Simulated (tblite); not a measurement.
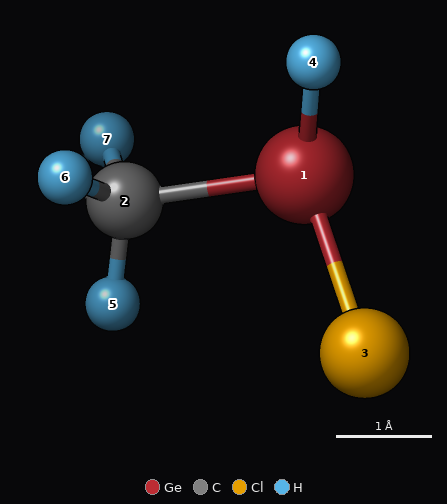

*The input geometry (ball-and-stick view, seen at a tilt; atoms are numbered from 1 in the order of the input). Sticks mark near contacts.*

Bond lengths as drawn: Cl–Ge 2.17 Å, C–Ge 1.97 Å, C–H 1.07 to 1.13 Å and Ge–H 1.52 Å.

**Geometry relaxation of CH4ClGe**

- system: CH4ClGe, multiplicity 2, SMILES [CH3][GeH][Cl]
- method: GFN2-xTB geometry optimisation, gas phase (tblite 0.8.0)

## Input
```
{"job": {"kind": "relax", "xc": "GFN2-xTB", "basis": "xTB"}, "charge": 0, "multiplicity": 2}
Ge     0.988176     0.295392    -0.499415
C     -0.892132    -0.045379    -0.026552
Cl     2.062210    -1.479974     0.147534
H      1.436513     1.568164     0.203001
H     -1.065819    -1.153013    -0.123123
H     -1.056700     0.274059     1.039288
H     -1.474388     0.515308    -0.732040
```

The first line tells a small driver script what to run in tblite; the rest is the geometry in Å.

Machine: 1 CPU thread, shared host.

Launched with:
```bash
OMP_NUM_THREADS=1 python <driver script> task.json out
```

## Log
```
step      E/eV     max force
  0    -289.91277    1.595
  1    -290.00547    1.139
  2    -290.06135    0.716
  3    -290.09010    0.614
  4    -290.11053    0.318
  5    -290.11753    0.281
  6    -290.12523    0.302
  7    -290.13543    0.377
  8    -290.14578    0.339
  9    -290.15324    0.323
 10    -290.15816    0.277
 11    -290.16091    0.172
 12    -290.16237    0.100
 13    -290.16293    0.070
 14    -290.16320    0.055
 15    -290.16345    0.050
 16    -290.16368    0.041
 17    -290.16385    0.037
 18    -290.16397    0.039
 19    -290.16408    0.043
 20    -290.16416    0.026
 21    -290.16421    0.025
 22    -290.16427    0.026
 23    -290.16436    0.057
 24    -290.16456    0.096
 25    -290.16494    0.132
 26    -290.16554    0.144
 27    -290.16634    0.110
 28    -290.16722    0.092
 29    -290.16792    0.094
 30    -290.16851    0.097
 31    -290.16917    0.088
 32    -290.16972    0.085
 33    -290.17020    0.063
 34    -290.17054    0.092
 35    -290.17091    0.092
 36    -290.17139    0.081
 37    -290.17224    0.072
 38    -290.17254    0.047
 39    -290.17273    0.050
 40    -290.17287    0.065
 41    -290.17313    0.075
 42    -290.17383    0.076
 43    -290.17433    0.050
 44    -290.17454    0.030
 45    -290.17458    0.019
 46    -290.17460    0.013
 47    -290.17462    0.013
 48    -290.17464    0.009
 49    -290.17465    0.008
```

## Trajectory as extended XYZ (Å, eV, eV/Å), 15 of the 26 frames kept, from step=0 to step=49
```
7
Properties=species:S:1:pos:R:3:forces:R:3 step=0 energy=-289.91277
Ge    0.9882    0.2954   -0.4994    0.6240  -0.6790  -1.2800
C    -0.8921   -0.0454   -0.0266   -0.1580  -1.0150   1.2210
Cl    2.0622   -1.4800    0.1475   -0.0080   0.2700   0.2280
H     1.4365    1.5682    0.2030    0.3450   0.5090   0.7370
H    -1.0658   -1.1530   -0.1231   -0.1020   1.1710   0.0920
H    -1.0567    0.2741    1.0393   -0.1080  -0.2970  -1.0840
H    -1.4744    0.5153   -0.7320   -0.5930   0.0410   0.0860
7
Properties=species:S:1:pos:R:3:forces:R:3 step=4 energy=-290.11053
Ge    1.0320    0.2565   -0.6032    0.0000   0.2230   0.0130
C    -0.8915   -0.0611   -0.0165    0.1350   0.0130  -0.1680
Cl    2.0691   -1.4573    0.1742    0.0820   0.0830   0.1240
H     1.4696    1.5938    0.2630    0.1220  -0.2370  -0.0010
H    -1.0934   -1.1169   -0.1151   -0.1470  -0.1810  -0.0030
H    -1.0708    0.2621    1.0013    0.1200   0.0400   0.0660
H    -1.5171    0.4975   -0.6950   -0.3110   0.0590  -0.0310
7
Properties=species:S:1:pos:R:3:forces:R:3 step=8 energy=-290.14578
Ge    1.0447    0.2874   -0.6282   -0.1330  -0.2030   0.0960
C    -0.8935   -0.0631   -0.0501   -0.3180  -0.0390   0.1090
Cl    2.0882   -1.4184    0.2108   -0.0470   0.2230  -0.0220
H     1.5128    1.5419    0.2831    0.0680  -0.0710   0.0350
H    -1.1291   -1.1285   -0.1150    0.1270   0.2190  -0.0640
H    -1.0343    0.2625    0.9853    0.1970  -0.0430  -0.2000
H    -1.5908    0.4928   -0.6772    0.1080  -0.0860   0.0460
7
Properties=species:S:1:pos:R:3:forces:R:3 step=10 energy=-290.15816
Ge    1.0375    0.2918   -0.6257   -0.1650  -0.2160  -0.0570
C    -0.9114   -0.0653   -0.0592    0.0270   0.0530  -0.0060
Cl    2.0934   -1.3891    0.2240   -0.0350   0.1260  -0.0010
H     1.5338    1.5123    0.2897    0.0360   0.0220   0.0840
H    -1.1354   -1.1247   -0.1198    0.0630  -0.0240  -0.0670
H    -1.0049    0.2615    0.9706    0.0480   0.0280   0.0820
H    -1.6152    0.4881   -0.6709    0.0260   0.0100  -0.0360
7
Properties=species:S:1:pos:R:3:forces:R:3 step=14 energy=-290.16320
Ge    1.0222    0.2791   -0.6325    0.0110   0.0390  -0.0350
C    -0.9151   -0.0633   -0.0602   -0.0170  -0.0070   0.0250
Cl    2.0927   -1.3707    0.2303   -0.0030  -0.0010   0.0290
H     1.5419    1.5022    0.2975   -0.0270  -0.0430  -0.0220
H    -1.1313   -1.1250   -0.1278    0.0190   0.0140  -0.0160
H    -0.9919    0.2634    0.9732   -0.0080  -0.0110   0.0010
H    -1.6205    0.4889   -0.6720    0.0260   0.0100   0.0170
7
Properties=species:S:1:pos:R:3:forces:R:3 step=18 energy=-290.16397
Ge    1.0201    0.2815   -0.6397    0.0080  -0.0270   0.0170
C    -0.9153   -0.0627   -0.0572    0.0310   0.0100  -0.0210
Cl    2.0908   -1.3658    0.2369   -0.0150   0.0200   0.0000
H     1.5376    1.4921    0.2944   -0.0070   0.0050  -0.0130
H    -1.1267   -1.1242   -0.1330   -0.0050   0.0020   0.0000
H    -0.9915    0.2613    0.9766   -0.0030  -0.0210   0.0020
H    -1.6170    0.4923   -0.6694   -0.0090   0.0120   0.0150
7
Properties=species:S:1:pos:R:3:forces:R:3 step=22 energy=-290.16427
Ge    1.0209    0.2790   -0.6405   -0.0040   0.0080  -0.0050
C    -0.9116   -0.0615   -0.0584   -0.0230  -0.0070   0.0080
Cl    2.0879   -1.3623    0.2405    0.0090  -0.0170   0.0180
H     1.5342    1.4900    0.2903    0.0020   0.0190  -0.0080
H    -1.1257   -1.1227   -0.1356   -0.0050   0.0040  -0.0150
H    -0.9917    0.2561    0.9776    0.0180  -0.0110  -0.0020
H    -1.6163    0.4960   -0.6652    0.0030   0.0070   0.0050
7
Properties=species:S:1:pos:R:3:forces:R:3 step=24 energy=-290.16456
Ge    1.0201    0.2766   -0.6416    0.0290   0.0100  -0.0050
C    -0.9092   -0.0609   -0.0601   -0.0830  -0.0250   0.0410
Cl    2.0867   -1.3620    0.2481    0.0020  -0.0060   0.0120
H     1.5315    1.4928    0.2842    0.0020   0.0140  -0.0120
H    -1.1265   -1.1219   -0.1414   -0.0040   0.0260  -0.0280
H    -0.9880    0.2477    0.9797    0.0260  -0.0070  -0.0250
H    -1.6167    0.5023   -0.6601    0.0290  -0.0130   0.0170
7
Properties=species:S:1:pos:R:3:forces:R:3 step=28 energy=-290.16722
Ge    1.0222    0.2560   -0.6524    0.0440  -0.0130   0.0240
C    -0.9088   -0.0621   -0.0664    0.0050  -0.0340   0.0380
Cl    2.0748   -1.3533    0.3223   -0.0280   0.0630  -0.0230
H     1.5118    1.5181    0.2261    0.0200  -0.0020  -0.0140
H    -1.1408   -1.1125   -0.2063   -0.0740  -0.0030  -0.0540
H    -0.9440    0.1726    0.9937   -0.0140   0.0320   0.0070
H    -1.6173    0.5558   -0.6084    0.0470  -0.0410   0.0220
7
Properties=species:S:1:pos:R:3:forces:R:3 step=32 energy=-290.16972
Ge    1.0302    0.2388   -0.6583   -0.0790   0.0310  -0.0100
C    -0.9043   -0.0711   -0.0651    0.0260  -0.0070  -0.0210
Cl    2.0608   -1.3318    0.3786    0.0420  -0.0040   0.0180
H     1.5018    1.5359    0.1768    0.0320  -0.0010  -0.0020
H    -1.1704   -1.1039   -0.2681   -0.0340   0.0130   0.0380
H    -0.9139    0.1167    1.0054   -0.0290  -0.0440  -0.0110
H    -1.6063    0.5899   -0.5606    0.0440   0.0120  -0.0110
7
Properties=species:S:1:pos:R:3:forces:R:3 step=36 energy=-290.17139
Ge    1.0228    0.2358   -0.6601    0.0660  -0.0360   0.0050
C    -0.8996   -0.0777   -0.0653   -0.0770   0.0040   0.0220
Cl    2.0622   -1.3208    0.4031    0.0150   0.0400  -0.0200
H     1.5038    1.5445    0.1537    0.0030  -0.0110  -0.0050
H    -1.1927   -1.0990   -0.2883    0.0050   0.0030   0.0160
H    -0.9091    0.0842    1.0094   -0.0190  -0.0310  -0.0020
H    -1.5895    0.6075   -0.5437    0.0070   0.0290  -0.0160
7
Properties=species:S:1:pos:R:3:forces:R:3 step=40 energy=-290.17287
Ge    1.0264    0.2178   -0.6668   -0.0220  -0.0050   0.0070
C    -0.9025   -0.0853   -0.0647    0.0150   0.0070   0.0010
Cl    2.0632   -1.2890    0.4535    0.0590  -0.0230   0.0110
H     1.5023    1.5534    0.1069   -0.0050  -0.0080  -0.0090
H    -1.2269   -1.0859   -0.3318   -0.0010   0.0030  -0.0250
H    -0.8966    0.0162    1.0165   -0.0210   0.0150   0.0160
H    -1.5679    0.6474   -0.5049   -0.0260   0.0110   0.0000
7
Properties=species:S:1:pos:R:3:forces:R:3 step=42 energy=-290.17383
Ge    1.0273    0.2057   -0.6658   -0.0390   0.0230   0.0060
C    -0.9040   -0.0877   -0.0619   -0.0090   0.0120   0.0290
Cl    2.0809   -1.2756    0.4684    0.0560  -0.0450   0.0250
H     1.5031    1.5527    0.0881   -0.0110  -0.0080  -0.0120
H    -1.2443   -1.0770   -0.3513    0.0130   0.0000  -0.0090
H    -0.9067   -0.0052    1.0225    0.0050   0.0020  -0.0360
H    -1.5585    0.6616   -0.4913   -0.0160   0.0160  -0.0020
7
Properties=species:S:1:pos:R:3:forces:R:3 step=46 energy=-290.17460
Ge    1.0254    0.1980   -0.6600    0.0000  -0.0040   0.0000
C    -0.9087   -0.0858   -0.0597   -0.0010  -0.0010  -0.0050
Cl    2.1025   -1.2749    0.4751    0.0010   0.0010   0.0000
H     1.5016    1.5515    0.0767   -0.0080  -0.0010   0.0020
H    -1.2502   -1.0713   -0.3615   -0.0020   0.0070   0.0020
H    -0.9151   -0.0141    1.0244    0.0030   0.0040  -0.0080
H    -1.5577    0.6711   -0.4862    0.0080  -0.0050   0.0090
7
Properties=species:S:1:pos:R:3:forces:R:3 step=49 energy=-290.17465
Ge    1.0259    0.1936   -0.6612    0.0030  -0.0020  -0.0010
C    -0.9078   -0.0872   -0.0606   -0.0010  -0.0030   0.0000
Cl    2.1023   -1.2698    0.4869    0.0010   0.0020  -0.0010
H     1.4979    1.5533    0.0666   -0.0050  -0.0010   0.0020
H    -1.2562   -1.0672   -0.3717   -0.0040   0.0060   0.0010
H    -0.9106   -0.0268    1.0239    0.0030   0.0000   0.0030
H    -1.5536    0.6787   -0.4752    0.0020  -0.0020  -0.0050
```

## Results in brief

| quantity | value |
| --- | --- |
| outcome | converged |
| total energy | −290.1747 eV |
| wall time | 0.51 s |
| peak memory | 0.18 GiB |
